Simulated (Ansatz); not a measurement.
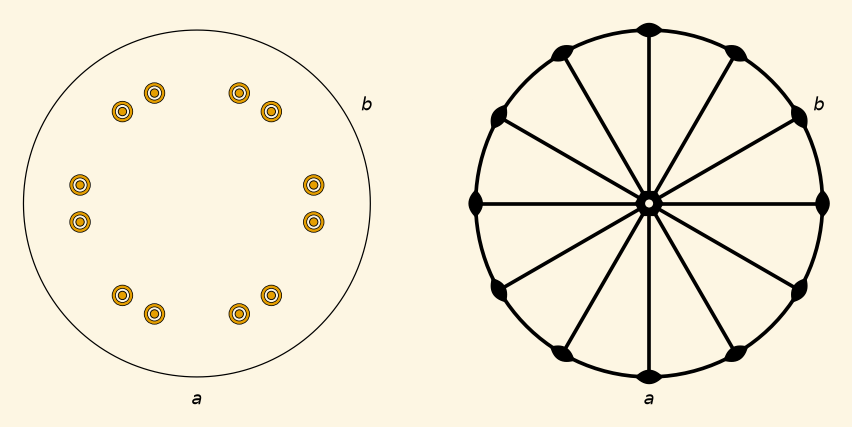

Stereographic projection: filled dots lie in the upper hemisphere, open rings in the lower; heavy lines are mirror planes (a heavy rim: a mirror in the plane of the page); lens, triangle, square and hexagon are 2-, 3-, 4- and 6-fold axes, a lens in an open square is −4, a triangle in an open hexagon −6; thin dashed diameters join the ends of axes that lie in the page; a small open circle marks inversion. The c axis points at the viewer. Left: one general form; right: the symmetry elements. Computed from the symmetry operations of a computed or model structure of composition CdH, which need not be its known form.

Q: Identify the point group and its elements.

A: 6/mmm (D6h), order 24, hexagonal system: one sixfold axis, six twofold axes, seven mirror planes, an inversion centre.

Q: Which physical properties does it allow?

A: It is centrosymmetric, so neither piezoelectric nor pyroelectric; it is not chiral.
